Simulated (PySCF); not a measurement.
# C2H8FNSi: NMR shifts at several levels of theory, part 2 of 2

PySCF 2.14.0. Atoms count from 0. Earlier steps stand in the parts before.

## (8) NMR shieldings: wB97X-D/pcSseg-2

Job settings and geometry (Å):

```
{"job": {"kind": "nmr", "xc": "wB97X-D", "basis": "pcSseg-2", "pop": false}, "charge": 0, "multiplicity": 1}
C      1.342455    -0.301808     0.639277
C      0.643373     0.234039    -0.587492
F      0.662446     1.636438    -0.545273
Si    -1.202232    -0.221341    -0.716190
N     -1.934969     0.538163     0.656558
H      1.404350    -1.400149     0.594561
H      0.791909    -0.028176     1.551668
H      2.365111     0.100449     0.709458
H      1.189422    -0.068241    -1.499976
H     -1.415072    -1.698492    -0.619553
H     -1.682569     0.228854    -2.064957
H     -2.904764     0.356175     0.888585
H     -1.712125     1.518684     0.799998
```

Method: GIAO wB97X-D/pcSseg-2 NMR shielding, non-relativistic, gas phase.

Log:

```text
coarse grid: 10904 points
cycle   1  E = -525.0935834137  dE =  2.701e-01  |g| = 6.272e-01  |ddm| = 2.342e+00
cycle   2  E = -525.0888801617  dE =  4.703e-03  |g| = 7.152e-01  |ddm| = 6.566e-01
cycle   3  E = -525.1680414997  dE = -7.916e-02  |g| = 5.504e-02  |ddm| = 3.249e-01
cycle   4  E = -525.1685061829  dE = -4.647e-04  |g| = 2.878e-02  |ddm| = 4.407e-02
cycle   5  E = -525.1686597949  dE = -1.536e-04  |g| = 8.344e-03  |ddm| = 2.264e-02
cycle   6  E = -525.1686738311  dE = -1.404e-05  |g| = 1.626e-03  |ddm| = 6.125e-03
cycle   7  E = -525.1686746190  dE = -7.879e-07  |g| = 5.913e-04  |ddm| = 2.416e-03
final grid: 99920 points
cycle   8  E = -525.1780964845  dE = -2.238e-04  |g| = 1.129e-02  |ddm| = 4.290e-02
cycle   9  E = -525.1780928374  dE =  3.647e-06  |g| = 1.295e-02  |ddm| = 1.109e-02
cycle  10  E = -525.1781183804  dE = -2.554e-05  |g| = 7.225e-04  |ddm| = 5.174e-03
cycle  11  E = -525.1781184530  dE = -7.260e-08  |g| = 4.996e-04  |ddm| = 8.103e-04
cycle  12  E = -525.1781184977  dE = -4.473e-08  |g| = 9.416e-05  |ddm| = 3.447e-04
cycle  13  E = -525.1781184998  dE = -2.123e-09  |g| = 2.828e-05  |ddm| = 9.726e-05
cycle  14  E = -525.1781185001  dE = -3.204e-10  |g| = 9.168e-06  |ddm| = 5.784e-05
converged SCF energy = -525.1781185001

GIAO shielding tensors (ppm)
atom      isotropic    diamagn.    paramagn.     s11        s22        s33       span
  0 C      165.102     242.838     -77.737    145.391    167.457    182.456     37.065
  1 C       94.726     241.246    -146.520     52.099     69.580    162.500    110.401
  2 F      422.932     469.155     -46.223    381.655    393.788    493.353    111.697
  3 Si     376.297     876.651    -500.354    343.401    365.412    420.077     76.676
  4 N      262.322     314.006     -51.684    237.864    258.183    290.920     53.056
  5 H       30.323      29.700       0.623     26.399     27.905     36.665     10.265
  6 H       29.402      30.400      -0.998     25.097     29.837     33.271      8.174
  7 H       29.755      28.784       0.972     26.031     27.486     35.749      9.718
  8 H       26.727      29.858      -3.131     23.827     26.700     29.653      5.826
  9 H       26.838      29.406      -2.568     24.501     24.709     31.304      6.803
 10 H       26.416      28.699      -2.283     23.036     24.487     31.724      8.687
 11 H       31.251      29.781       1.470     24.203     26.382     43.168     18.964
 12 H       31.002      31.593      -0.591     23.319     28.763     40.923     17.604
```

Run time: 25 s. Hardware: 1 thread of AMD EPYC 9R45, shared host; peak memory 1.3 GiB.

This run: δ C1 89.7, C0 19.3, F2 -236.5, Si3 -35.6, H10 4.94, H8 4.63 ppm.

## (9) Nuclear shieldings: LC-wPBE/pcSseg-2

Same as in step 8 but for these lines:

```diff
@@ -1,2 +1,2 @@
-{"job": {"kind": "nmr", "xc": "wB97X-D", "basis": "pcSseg-2", "pop": false}, "charge": 0, "multiplicity": 1}
+{"job": {"kind": "nmr", "xc": "LC-wPBE", "basis": "pcSseg-2", "pop": false}, "charge": 0, "multiplicity": 1}
 C      1.342455    -0.301808     0.639277
```

Method: GIAO LC-wPBE/pcSseg-2 NMR shielding, non-relativistic, gas phase.

Log:

```text
coarse grid: 10904 points
cycle   1  E = -524.9448017627  dE =  3.124e-01  |g| = 6.283e-01  |ddm| = 2.332e+00
cycle   2  E = -524.9557457680  dE = -1.094e-02  |g| = 6.702e-01  |ddm| = 6.087e-01
cycle   3  E = -525.0215170943  dE = -6.577e-02  |g| = 6.001e-02  |ddm| = 2.840e-01
cycle   4  E = -525.0221689054  dE = -6.518e-04  |g| = 2.850e-02  |ddm| = 5.071e-02
cycle   5  E = -525.0223268047  dE = -1.579e-04  |g| = 9.094e-03  |ddm| = 2.534e-02
cycle   6  E = -525.0223437099  dE = -1.691e-05  |g| = 1.458e-03  |ddm| = 6.734e-03
cycle   7  E = -525.0223447898  dE = -1.080e-06  |g| = 5.499e-04  |ddm| = 2.663e-03
final grid: 99920 points
cycle   8  E = -525.0326485775  dE = -1.338e-04  |g| = 1.057e-02  |ddm| = 3.265e-02
cycle   9  E = -525.0326485889  dE = -1.138e-08  |g| = 1.110e-02  |ddm| = 8.594e-03
cycle  10  E = -525.0326652390  dE = -1.665e-05  |g| = 9.114e-04  |ddm| = 4.096e-03
cycle  11  E = -525.0326653416  dE = -1.025e-07  |g| = 3.325e-04  |ddm| = 6.498e-04
cycle  12  E = -525.0326653634  dE = -2.185e-08  |g| = 1.119e-04  |ddm| = 2.815e-04
cycle  13  E = -525.0326653666  dE = -3.107e-09  |g| = 2.573e-05  |ddm| = 9.612e-05
cycle  14  E = -525.0326653670  dE = -4.407e-10  |g| = 9.757e-06  |ddm| = 6.394e-05
converged SCF energy = -525.0326653670

GIAO shielding tensors (ppm)
atom      isotropic    diamagn.    paramagn.     s11        s22        s33       span
  0 C      169.357     241.161     -71.803    149.559    171.938    186.575     37.016
  1 C       98.426     240.372    -141.946     54.631     71.408    169.239    114.607
  2 F      431.492     468.446     -36.955    389.824    402.151    502.499    112.675
  3 Si     378.925     876.173    -497.247    345.125    368.738    422.914     77.789
  4 N      266.845     313.417     -46.572    243.072    262.149    295.314     52.242
  5 H       30.300      29.592       0.709     26.215     27.763     36.923     10.708
  6 H       29.377      30.115      -0.738     24.929     29.717     33.485      8.556
  7 H       29.720      28.916       0.805     25.857     27.351     35.953     10.096
  8 H       26.667      29.815      -3.148     23.716     26.585     29.700      5.985
  9 H       26.852      29.301      -2.449     24.488     24.698     31.372      6.884
 10 H       26.500      28.707      -2.207     23.125     24.562     31.813      8.688
 11 H       31.230      29.839       1.390     24.046     26.225     43.418     19.372
 12 H       30.972      31.410      -0.439     23.165     28.631     41.119     17.955
```

Wall time 35 s (1 thread of AMD EPYC 9R45, shared host); peak memory 1.2 GiB.

Key values: δ C1 89.9, C0 18.9, F2 -227.9, Si3 -32.3, H10 4.82, H8 4.65 ppm.

## (10) NMR shieldings: PBE0/6-31G

Same as in step 9 but for these lines:

```diff
@@ -1,2 +1,2 @@
-{"job": {"kind": "nmr", "xc": "LC-wPBE", "basis": "pcSseg-2", "pop": false}, "charge": 0, "multiplicity": 1}
+{"job": {"kind": "nmr", "xc": "PBE0", "basis": "6-31G", "pop": true}, "charge": 0, "multiplicity": 1}
 C      1.342455    -0.301808     0.639277
```

Level: GIAO PBE0/6-31G NMR shielding, non-relativistic, gas phase.

Log:

```text
coarse grid: 10904 points
cycle   1  E = -524.5889295841  dE =  3.324e-01  |g| = 6.075e-01  |ddm| = 3.068e+00
cycle   2  E = -524.5196404974  dE =  6.929e-02  |g| = 8.661e-01  |ddm| = 1.310e+00
cycle   3  E = -524.6646798040  dE = -1.450e-01  |g| = 5.414e-02  |ddm| = 8.003e-01
cycle   4  E = -524.6652880581  dE = -6.083e-04  |g| = 2.473e-02  |ddm| = 7.214e-02
cycle   5  E = -524.6654444821  dE = -1.564e-04  |g| = 2.944e-03  |ddm| = 2.480e-02
cycle   6  E = -524.6654463047  dE = -1.823e-06  |g| = 1.880e-03  |ddm| = 5.281e-03
final grid: 99920 points
cycle   7  E = -524.6282384245  dE = -6.854e-06  |g| = 1.128e-02  |ddm| = 1.825e-02
cycle   8  E = -524.6282113918  dE =  2.703e-05  |g| = 1.627e-02  |ddm| = 2.251e-02
cycle   9  E = -524.6282655500  dE = -5.416e-05  |g| = 6.449e-04  |ddm| = 1.323e-02
cycle  10  E = -524.6282656401  dE = -9.007e-08  |g| = 1.025e-04  |ddm| = 6.798e-04
cycle  11  E = -524.6282656426  dE = -2.500e-09  |g| = 3.116e-05  |ddm| = 1.802e-04
cycle  12  E = -524.6282656428  dE = -2.174e-10  |g| = 1.547e-05  |ddm| = 4.966e-05
converged SCF energy = -524.6282656428

GIAO shielding tensors (ppm)
atom      isotropic    diamagn.    paramagn.     s11        s22        s33       span
  0 C      179.834     247.176     -67.341    159.581    182.474    197.448     37.868
  1 C      118.115     244.766    -126.651     78.223     97.389    178.733    100.510
  2 F      420.329     472.207     -51.878    373.044    402.337    485.606    112.562
  3 Si     455.335     879.775    -424.440    426.991    448.773    490.239     63.248
  4 N      281.437     320.828     -39.391    250.424    266.336    327.551     77.128
  5 H       31.490      29.342       2.148     27.046     29.409     38.015     10.969
  6 H       30.085      29.020       1.065     25.187     30.808     34.261      9.075
  7 H       30.806      29.335       1.471     26.495     28.463     37.461     10.966
  8 H       27.823      29.761      -1.938     25.185     26.804     31.480      6.295
  9 H       28.043      29.046      -1.003     25.147     25.309     33.672      8.525
 10 H       27.625      28.879      -1.254     23.713     25.207     33.956     10.243
 11 H       33.611      29.811       3.801     25.093     28.482     47.259     22.166
 12 H       33.171      30.464       2.707     23.858     30.651     45.003     21.145
```

Wall time 2.9 s (1 thread of AMD EPYC 9R45, shared host); peak memory 0.57 GiB.

In short: δ C1 81.4, C0 19.7, F2 -243.0, Si3 -10.6, H10 4.99, H8 4.79 ppm.

## (11) Shielding tensors: PBE0/STO-3G

Same as in step 10 but for these lines:

```diff
@@ -1,2 +1,2 @@
-{"job": {"kind": "nmr", "xc": "PBE0", "basis": "6-31G", "pop": true}, "charge": 0, "multiplicity": 1}
+{"job": {"kind": "nmr", "xc": "PBE0", "basis": "STO-3G", "pop": true}, "charge": 0, "multiplicity": 1}
 C      1.342455    -0.301808     0.639277
```

With the program's defaults for keys left out, this is: GIAO PBE0/STO-3G NMR shielding, non-relativistic, gas phase.

Log:

```text
coarse grid: 10904 points
cycle   1  E = -518.2238951576  dE =  1.956e-01  |g| = 5.250e-01  |ddm| = 4.167e+00
cycle   2  E = -518.2411091676  dE = -1.721e-02  |g| = 5.137e-01  |ddm| = 1.478e+00
cycle   3  E = -518.3232461799  dE = -8.214e-02  |g| = 3.629e-02  |ddm| = 7.433e-01
cycle   4  E = -518.3236549371  dE = -4.088e-04  |g| = 1.334e-02  |ddm| = 7.426e-02
cycle   5  E = -518.3237103006  dE = -5.536e-05  |g| = 2.731e-03  |ddm| = 2.145e-02
cycle   6  E = -518.3237128593  dE = -2.559e-06  |g| = 5.364e-04  |ddm| = 4.857e-03
final grid: 99920 points
cycle   7  E = -518.2888678689  dE = -7.526e-06  |g| = 5.537e-03  |ddm| = 1.577e-02
cycle   8  E = -518.2888685199  dE = -6.510e-07  |g| = 5.363e-03  |ddm| = 1.434e-02
cycle   9  E = -518.2888774219  dE = -8.902e-06  |g| = 2.430e-04  |ddm| = 7.114e-03
cycle  10  E = -518.2888774396  dE = -1.768e-08  |g| = 3.132e-05  |ddm| = 3.520e-04
cycle  11  E = -518.2888774399  dE = -3.602e-10  |g| = 8.643e-06  |ddm| = 6.994e-05
converged SCF energy = -518.2888774399

GIAO shielding tensors (ppm)
atom      isotropic    diamagn.    paramagn.     s11        s22        s33       span
  0 C      215.197     245.551     -30.353    206.455    211.168    227.969     21.514
  1 C      178.335     248.700     -70.365    149.385    160.130    225.489     76.104
  2 F      449.390     456.044      -6.654    419.740    444.539    483.890     64.150
  3 Si     561.095     868.559    -307.464    523.949    545.166    614.170     90.221
  4 N      338.216     312.941      25.275    295.695    307.576    411.378    115.683
  5 H       31.805      30.826       0.979     26.855     29.092     39.467     12.612
  6 H       31.283      31.339      -0.056     25.382     30.932     37.534     12.153
  7 H       31.545      29.690       1.855     26.320     28.098     40.218     13.897
  8 H       30.809      30.850      -0.041     26.626     28.802     36.998     10.371
  9 H       30.451      31.739      -1.289     26.866     27.624     36.862      9.997
 10 H       30.351      30.826      -0.475     26.304     27.456     37.294     10.990
 11 H       34.496      30.386       4.110     24.751     30.216     48.522     23.771
 12 H       34.286      31.395       2.891     23.736     32.938     46.185     22.449
```

It took 1.4 s on 1 thread of AMD EPYC 9R45, shared host; peak memory 0.57 GiB.

This run: δ C1 56.4, C0 19.5, F2 -145.0, Si3 -43.5, H10 2.25, H9 2.15 ppm.

## (12) Comparing the runs: NMR shifts

Shifts (ppm) of some atoms, chosen among heavy atoms and hydrogens apart, with basis size and wall time:

```
               run    C1    C0   H10    H8      F2    Si3     N4  functions   time
     PBE0/pcSseg-2  90.1  19.1  5.05  4.71  -242.4  -35.2   -1.1        299   18 s
 mPW1PW91/pcSseg-2  90.2  19.2  5.01  4.68  -241.7  -35.4   -1.3        299   18 s
     WP04/pcSseg-2  94.1  20.3  4.40  4.50  -236.5  -40.6   -3.3        299   19 s
    B97-2/pcSseg-2  89.5  19.3  4.96  4.68  -240.0  -35.8   -1.7        299   18 s
BHandHLYP/pcSseg-2  87.9  19.1  4.77  4.49  -229.5  -36.9   -2.4        299   18 s
CAM-B3LYP/pcSseg-2  91.8  19.2  4.93  4.67  -236.7  -37.6    0.0        299   25 s
  wB97X-D/pcSseg-2  89.7  19.3  4.94  4.63  -236.5  -35.6   -2.3        299   25 s
  LC-wPBE/pcSseg-2  89.9  18.9  4.82  4.65  -227.9  -32.3   -2.8        299   35 s
        PBE0/6-31G  81.4  19.7  4.99  4.79  -243.0  -10.6  -20.7         65  2.9 s
       PBE0/STO-3G  56.4  19.5  2.25  1.80  -145.0  -43.5  -43.5         37  1.4 s
```

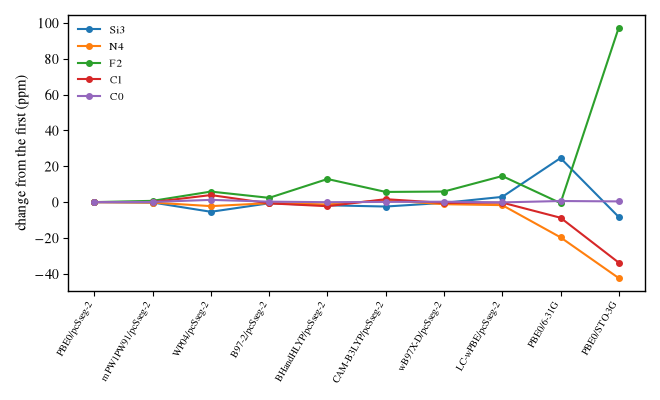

How five of the tabulated atoms move from run to run.

## (13) Results

The summary covers parts 1 to 2.

```
                                                              quantity                                             value
                                ¹³C shifts against TMS (PBE0/pcSseg-2)                                    90.1, 19.1 ppm
¹H shifts against TMS (PBE0/pcSseg-2, means over atoms taken as alike)                  5.05, 4.71, 4.58, 1.54, 0.17 ppm
                              ¹⁹F shifts against CFCl3 (PBE0/pcSseg-2)                                        -242.4 ppm
                               ²⁹Si shifts against TMS (PBE0/pcSseg-2)                                         -35.2 ppm
                                ¹⁵N shifts against NH3 (PBE0/pcSseg-2)                                          -1.1 ppm
                       range of the shift of Si3 (minimal bases aside)                                -40.6 to -10.6 ppm
                                         property runs in this session  10, of which 0 failed and 1 gave unsound results
```

Single values in the summary come from the first sound run of each kind (PBE0/pcSseg-2), which need not be the best level. The most deshielded carbon is C1 (sp3 CH bonded to F and Si), at 90.1 ppm: deshielded by the electronegative neighbour. Leaving out the minimal-basis runs, which are unusable for shieldings: In ppm, Si3 moves most: its shift spreads over 30.0 ppm, from -40.6 (WP04/pcSseg-2) to -10.6 (PBE0/6-31G).
